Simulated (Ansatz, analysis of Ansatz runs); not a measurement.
# A hop of Mg in MgAl2C2 (P-3m1), charge +2

Wanted: path and barrier of a jump of Mg in MgAl2C2 (P-3m1) at charge +2. The case: Mg_i by the interstitialcy path, in a cell of 90 host atoms with 1 Mg put in.

Calculated with Ansatz 0.2.0; plane-wave PAW DFT, PBEsol; nudged elastic band between two relaxed defect structures at fixed charge in a uniform background.

## Step 1: Starting point

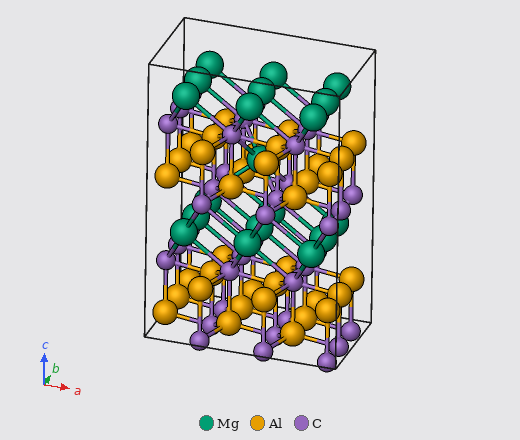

Start, viewed slightly off an axis; magnesium teal, aluminium orange, carbon purple.

The cell holds 91 atoms: 19 Mg, 36 Al and 36 C. Its edges and angles: a = 10.127 Å, b = 10.127 Å, c = 11.549 Å, α = 90.0°, β = 90.0°, γ = 120.0°. It derives from MgAl2C2 (space group P-3m1). Nearest the centre at fractional (0.667, 0.667, 0.125): Mg91 at 1.44 Å, Mg81 at 1.44 Å, C84 at 1.95 Å, C74 at 1.95 Å, C44 at 1.95 Å, Al82 at 2.03 Å, Al52 at 2.03 Å, Al42 at 2.03 Å. The cell carries charge +2.

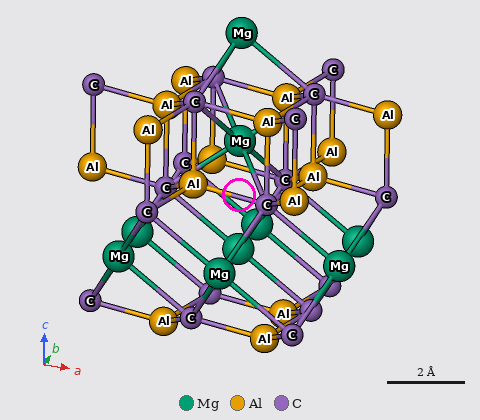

The atoms within 5 Å of the centre. A ring marks the centre wherever it is empty.

The cell's shortest repeat is 10.1 Å.

## Step 2: Relaxation of the start point, charge +2

The ends come first: from an unrelaxed start the top is counted from too high an energy, and the barrier comes out too low. Small random displacements break the symmetry of the ideal sites, so that the defect can distort if it gains by it. The charge of +2 is set by the electron count, and a uniform background keeps the cell neutral.

The input, qp2.start/input.yaml:

```yaml
crystal:
  lattice:
    - [10.12681007, 0.0, 0.0]
    - [-5.06340503, 8.77007478, 0.0]
    - [0.0, 0.0, 11.54914866]
  atoms:
    - { symbol: Mg, position: [0.0, 0.0, 0.0] }
    - { symbol: Al, position: [0.22222222, 0.11111111, 0.17500094] }
[... 1 atom line left out ...]
    - { symbol: C, position: [0.11111111, 0.22222222, 0.13465961] }
[... 7 atom lines left out ...]
    - { symbol: Al, position: [0.22222222, 0.44444444, 0.17500094] }
[... 1 atom line left out ...]
    - { symbol: C, position: [0.11111111, 0.55555556, 0.13465961] }
    - { symbol: C, position: [0.22222222, 0.44444444, 0.36534039] }
[... 4 atom lines left out ...]
    - { symbol: C, position: [0.22222222, 0.44444444, 0.86534039] }
    - { symbol: Mg, position: [0.0, 0.66666667, 0.0] }
[... 1 atom line left out ...]
    - { symbol: Al, position: [0.11111111, 0.88888889, 0.32499906] }
    - { symbol: C, position: [0.11111111, 0.88888889, 0.13465961] }
[... 8 atom lines left out ...]
    - { symbol: Al, position: [0.44444444, 0.22222222, 0.32499906] }
    - { symbol: C, position: [0.44444444, 0.22222222, 0.13465961] }
[... 6 atom lines left out ...]
    - { symbol: Mg, position: [0.33333333, 0.33333333, 0.0] }
    - { symbol: Al, position: [0.55555556, 0.44444444, 0.17500094] }
    - { symbol: Al, position: [0.44444444, 0.55555556, 0.32499906] }
    - { symbol: C, position: [0.44444444, 0.55555556, 0.13465961] }
    - { symbol: C, position: [0.55555556, 0.44444444, 0.36534039] }
[... 2 atom lines left out ...]
    - { symbol: Al, position: [0.44444444, 0.55555556, 0.82499906] }
[... 1 atom line left out ...]
    - { symbol: C, position: [0.55555556, 0.44444444, 0.86534039] }
    - { symbol: Mg, position: [0.33333333, 0.66666667, 0.0] }
    - { symbol: Al, position: [0.55555556, 0.77777778, 0.17500094] }
    - { symbol: Al, position: [0.44444444, 0.88888889, 0.32499906] }
    - { symbol: C, position: [0.44444444, 0.88888889, 0.13465961] }
    - { symbol: C, position: [0.55555556, 0.77777778, 0.36534039] }
[... 4 atom lines left out ...]
    - { symbol: C, position: [0.55555556, 0.77777778, 0.86534039] }
    - { symbol: Mg, position: [0.66666667, 0.0, 0.0] }
    - { symbol: Al, position: [0.88888889, 0.11111111, 0.17500094] }
[... 1 atom line left out ...]
    - { symbol: C, position: [0.77777778, 0.22222222, 0.13465961] }
    - { symbol: C, position: [0.88888889, 0.11111111, 0.36534039] }
[... 4 atom lines left out ...]
    - { symbol: C, position: [0.88888889, 0.11111111, 0.86534039] }
    - { symbol: Mg, position: [0.66666667, 0.33333333, 0.0] }
    - { symbol: Al, position: [0.88888889, 0.44444444, 0.17500094] }
    - { symbol: Al, position: [0.77777778, 0.55555556, 0.32499906] }
    - { symbol: C, position: [0.77777778, 0.55555556, 0.13465961] }
    - { symbol: C, position: [0.88888889, 0.44444444, 0.36534039] }
[... 2 atom lines left out ...]
    - { symbol: Al, position: [0.77777778, 0.55555556, 0.82499906] }
[... 1 atom line left out ...]
    - { symbol: C, position: [0.88888889, 0.44444444, 0.86534039] }
    - { symbol: Mg, position: [0.66666667, 0.66666667, 0.0] }
    - { symbol: Al, position: [0.88888889, 0.77777778, 0.17500094] }
    - { symbol: Al, position: [0.77777778, 0.88888889, 0.32499906] }
    - { symbol: C, position: [0.77777778, 0.88888889, 0.13465961] }
    - { symbol: C, position: [0.88888889, 0.77777778, 0.36534039] }
    - { symbol: Mg, position: [0.66666667, 0.66666667, 0.5] }
[... 1 atom line left out ...]
    - { symbol: Al, position: [0.77777778, 0.88888889, 0.82499906] }
[... 1 atom line left out ...]
    - { symbol: C, position: [0.88888889, 0.77777778, 0.86534039] }
    - { symbol: Mg, position: [0.666667, 0.666667, 0.25] }
total_charge: 2
basis:
  ecutwfc: 420
  xc_grid: 2
hamiltonian:
  xc: pbesol
kpoints:
  mp_grid: { grid: [1, 1, 1], shift: [0.25, 0.25, 0.25] }
scf:
  occupations: { method: fixed }
  max_iter: 100
output:
  forces: true
relax:
  f_tol: 0.02
  max_steps: 70
  random_displacement: { amplitude: 0.03, seed: 6915 }
```

Command:

```console
$ ansatz run input.yaml --threads 32 --pin off --max-ram 131891MiB --backend cuda --events-out ev --progress --plain --runs-dir out
```

Log:

```text
[...]
Engine: ansatz 0.2.0, aarch64-unknown-linux-gnu
[...]
Pseudopotential: Mg, paw, valence charge 10, recommended cutoff 420 eV (normal), Mg.paw.azcp
Pseudopotential: Al, paw, valence charge 3, recommended cutoff 420 eV (normal), Al.paw.azcp
Pseudopotential: C, paw, valence charge 4, recommended cutoff 420 eV (normal), C.paw.azcp
Functional definition: PBEsol
[...]
Crystal: 91 atoms, lattice volume = 1025.713 Å³
Basis set: ecut = 420 eV, 20007 PW (Γ), exchange–correlation on 144×144×160 points (8 copies of the dense FFT grid, shifted against one another)
Bands: 311, of which v1, the nominal top of the filled ones, is band 220 counted from 1 (219 counted from 0)
[...]
SCF iter   3: F=—  HF=-64112.301825 eV  |F-HF|=—  |Δ(HF+E_count)|=   8.62e-2  Δρ=1.34e-3  dr2=2.46e-2  ethr=5.31e-5  ⟨swp⟩=2.0  Hψ=335  notcnv=0  defer=64
automatic band count: iteration 3 solves 286 bands in place of 311: the levels show a gap, and the empty bands left out lie too high to hold charge; the band table lists the bands solved (type scf.n_e [...]
[...]
SCF 1 converged in 6 iterations: F = -64112.289131 eV  dr2 = 6.09e-6
[...]
relax step   1: F+E_penalty+E_count = -64112.28913150 eV  Δ(F+E_penalty+E_count) = +0.000e0 eV  max|allowed force component| = 5.993e0 eV/Å  Δτ_max = 0.0000 Å  (6 SCF iters, dr2 threshold 1.00e-5 eV,  [...]
[...]
automatic band count: iteration 1 solves 286 bands in place of 311: the levels show a gap, and the empty bands left out lie too high to hold charge; the band table lists the bands solved (type scf.n_e [...]
[...]
SCF 2 converged in 5 iterations: F = -64116.432580 eV  dr2 = 4.04e-5
[...]
relax step   8: F+E_penalty+E_count = -64117.10105822 eV  Δ(F+E_penalty+E_count) = -4.663e-3 eV  max|allowed force component| = 1.846e-2 eV/Å  Δτ_max = 0.0076 Å  (6 SCF iters, accepted)
[...]
```

Run time: 7.4 s. Hardware: 1 × NVIDIA GB200 with 32 threads of Arm Neoverse V2, shared host; peak memory 1.4 GiB; 22 s of CPU time.

Relaxation path:

```csv
step,energy less that of the first step (eV),largest force component (eV/Å)
1,0.0000,5.9928
3,-4.5554,1.1329
5,-4.6355,0.5731
7,-4.8020,0.1290
8,-4.8119,0.0185
```

Relaxation steps 5, 7 were tried and not accepted.

The atoms that moved most (Å, from the sites as typed, ahead of the random displacement, the mean shift of all atoms taken out):

| atom | dx | dy | dz | length |
| --- | --- | --- | --- | --- |
| Al83 | 0.002 | 0.178 | 0.106 | 0.208 |
| Al43 | -0.153 | -0.092 | 0.105 | 0.207 |
| Al82 | 0.153 | 0.092 | -0.106 | 0.207 |
| Al42 | -0.003 | -0.178 | -0.105 | 0.207 |
| Al73 | 0.152 | -0.088 | 0.102 | 0.203 |
| Al52 | -0.152 | 0.088 | -0.100 | 0.202 |
| C15 | -0.074 | -0.039 | 0.052 | 0.098 |
| C24 | 0.073 | 0.039 | -0.053 | 0.098 |

Neighbours of Mg91 at the end:

| atom | distance (Å) |
| --- | --- |
| C85 | 2.297 |
| C45 | 2.297 |
| C84 | 2.298 |
| C44 | 2.299 |
| C74 | 2.308 |
| C55 | 2.309 |
| Al73 | 2.334 |
| Al52 | 2.335 |
| Al82 | 2.338 |
| Al83 | 2.339 |
| Al42 | 2.339 |
| Al43 | 2.339 |

Read from the output:

* free energy: -64117.1011 eV
* r.m.s. move of the farther half of the atoms: 0.03409 Å
* largest move from the ideal geometry of this structure, a common shift of the far atoms taken out: 0.2076 Å

The relaxation gained 4.812 eV and ended with a largest force component of 0.018 eV/Å.

## Step 3: Relaxation of the end point, charge +2

The end point is relaxed in the same cell and settings, so that the two energies compare. Atoms more than 3.2 Å from the middle of the hop start where the first relaxation left them, the nearer ones on or close to their ideal places, with small random displacements.

The input, qp2.end/input.yaml:

```yaml
crystal:
  lattice:
    - [10.12681007, 0.0, 0.0]
    - [-5.06340503, 8.77007478, 0.0]
    - [0.0, 0.0, 11.54914866]
  atoms:
    - { symbol: Mg, position: [0.00443536, 0.00678529, -0.00626055] }
    - { symbol: Al, position: [0.22218004, 0.11121789, 0.17449265] }
[... 39 atom lines left out ...]
    - { symbol: Al, position: [0.55555556, 0.44444444, 0.17500094] }
    - { symbol: Al, position: [0.44444444, 0.55555556, 0.32499906] }
    - { symbol: C, position: [0.44444444, 0.55555556, 0.13465961] }
    - { symbol: C, position: [0.55749864, 0.44915463, 0.36017101] }
[... 6 atom lines left out ...]
    - { symbol: Al, position: [0.55555556, 0.77777778, 0.17500094] }
[... 20 atom lines left out ...]
    - { symbol: Al, position: [0.77777778, 0.55555556, 0.32499906] }
    - { symbol: C, position: [0.77777778, 0.55555556, 0.13465961] }
[... 7 atom lines left out ...]
    - { symbol: Al, position: [0.88888889, 0.77777778, 0.17500094] }
    - { symbol: Al, position: [0.77777778, 0.88888889, 0.32499906] }
    - { symbol: C, position: [0.77777778, 0.88888889, 0.13465961] }
    - { symbol: C, position: [0.88422164, 0.77589994, 0.36017949] }
[... 5 atom lines left out ...]
    - { symbol: Mg, position: [0.666667, 0.666667, 0.0] }
total_charge: 2
basis:
  ecutwfc: 420
  xc_grid: 2
hamiltonian:
  xc: pbesol
kpoints:
  mp_grid: { grid: [1, 1, 1], shift: [0.25, 0.25, 0.25] }
scf:
  occupations: { method: fixed }
  max_iter: 100
output:
  forces: true
relax:
  f_tol: 0.02
  max_steps: 70
  random_displacement: { amplitude: 0.01, seed: 6915 }
```

Log:

```text
[...]
Crystal: 91 atoms, lattice volume = 1025.713 Å³
Basis set: ecut = 420 eV, 20007 PW (Γ), exchange–correlation on 144×144×160 points (8 copies of the dense FFT grid, shifted against one another)
Bands: 311, of which v1, the nominal top of the filled ones, is band 220 counted from 1 (219 counted from 0)
[...]
SCF iter   3: F=—  HF=-64112.054224 eV  |F-HF|=—  |Δ(HF+E_count)|=   8.74e-2  Δρ=1.35e-3  dr2=2.52e-2  ethr=5.35e-5  ⟨swp⟩=2.0  Hψ=335  notcnv=0  defer=64
[...]
SCF 1 converged in 6 iterations: F = -64112.041455 eV  dr2 = 6.36e-6
[...]
relax step   1: F+E_penalty+E_count = -64112.04145526 eV  Δ(F+E_penalty+E_count) = +0.000e0 eV  max|allowed force component| = 5.180e0 eV/Å  Δτ_max = 0.0000 Å  (6 SCF iters, dr2 threshold 1.00e-5 eV,  [...]
[...]
SCF 2 converged in 5 iterations: F = -64116.457577 eV  dr2 = 4.89e-5
[...]
relax step   9: F+E_penalty+E_count = -64117.10137641 eV  Δ(F+E_penalty+E_count) = -3.374e-4 eV  max|allowed force component| = 4.523e-3 eV/Å  Δτ_max = 0.0021 Å  (5 SCF iters, accepted)
[...]
```

Run time: 7.4 s. Hardware: 1 × NVIDIA GB200 with 32 threads; peak memory 1.4 GiB.

Relaxation path:

```csv
step,energy less that of the first step (eV),largest force component (eV/Å)
1,0.0000,5.1795
3,-4.9185,0.4636
5,-4.4832,1.3754
7,-5.0596,0.0249
9,-5.0599,0.0045
```

Relaxation step 5 was tried and not accepted.

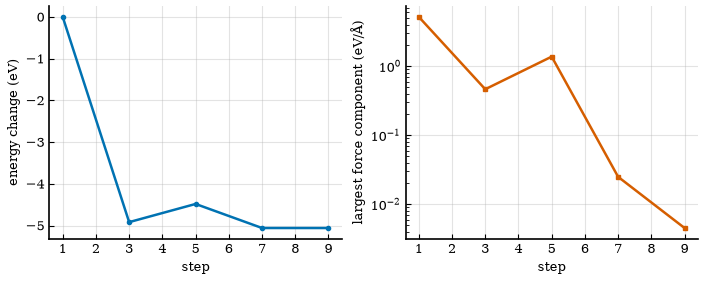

Energy and largest force along the relaxation.

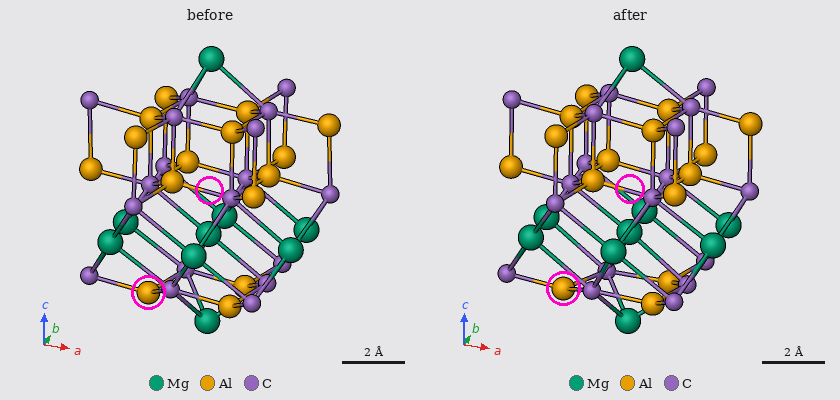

Before and after: the atoms that start within 5 Å of the centre. Al48, which moves most, is ringed if it is among them. A ring with no atom in it marks the empty centre.

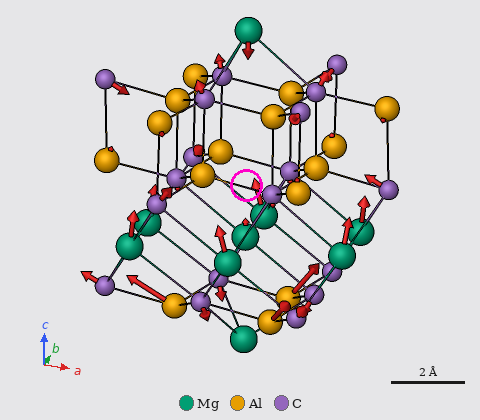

Displacements in the relaxation from the typed sites near the centre, exaggerated; the longest in the cell stands for 0.21 Å. A ring marks the centre wherever it is empty.

The atoms that moved most (Å, from the sites as typed, ahead of the random displacement):

```
atom      dx      dy      dz  length
Al48  -0.153  -0.092   0.107   0.208
Al87   0.152   0.092  -0.106   0.207
Al47  -0.003  -0.178  -0.106   0.207
Al88   0.003   0.178   0.106   0.207
Al57  -0.152   0.088  -0.105   0.205
Al78   0.152  -0.088   0.105   0.205
 Mg6  -0.033   0.019  -0.128   0.134
Mg46  -0.033   0.020  -0.128   0.134
```

Neighbours of Mg91 at the end:

```csv
atom,distance (Å)
C84,2.455
C44,2.455
C74,2.462
C50,2.523
C90,2.523
C60,2.530
Al52,2.779
Al82,2.779
Al42,2.779
```

Read from the output:

```yaml
free_energy: -64117.1014 eV
r_m_s_move_of_the_farther_half_of_the_atoms: 0.06890 Å
largest_move_from_the_ideal_geometry_of_this_structure_a_common_shift_of_the_far_atoms_taken_out: 0.2147 Å
```

The relaxation gained 5.060 eV and ended with a largest force component of 0.0045 eV/Å. The end lies within 1 meV of the start.

(Continued in part 2 of 2.)

[Logs are printed without paths, hosts, clocks, repeated set-up lines and the standing remarks that a program may print on its own settings, such as how far it seeks lower states.]

[Hosts, paths, dates, database ids (printed as entryN), source tags and the programs' standing remarks are cut or masked in the printed files.]
